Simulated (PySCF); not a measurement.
Si(F)(Br)(OH)(NH2), SMILES N[Si](O)(F)Br at its PBE0/def2-SVP optimised geometry (Å):

```
8

N     -0.8689    -1.3591     1.2586
Si    -0.2363    -0.4045     0.0000
O      1.4034    -0.4045     0.0000
F     -0.8413    -1.0390    -1.3558
Br    -0.8038     1.7290     0.0000
H     -0.6482    -1.1428     2.2241
H     -1.8092    -1.7290     1.1686
H      1.8092    -1.2727     0.0993
```

Computed with PBE0/def2-TZVP (PySCF 2.14.0). Cells within 0.4 Å of a nucleus heavier than hydrogen are left out (blank, or x).

Map of the Laplacian of the electron density (e/bohr⁵), clipped to [-1.50, 1.50] on the plane z = 1.0 Å:

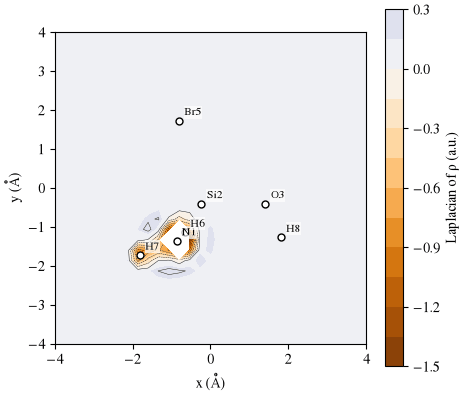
*Laplacian of the electron density (e/bohr⁵), clipped to [-1.50, 1.50] on the plane z = 1.0 Å.*
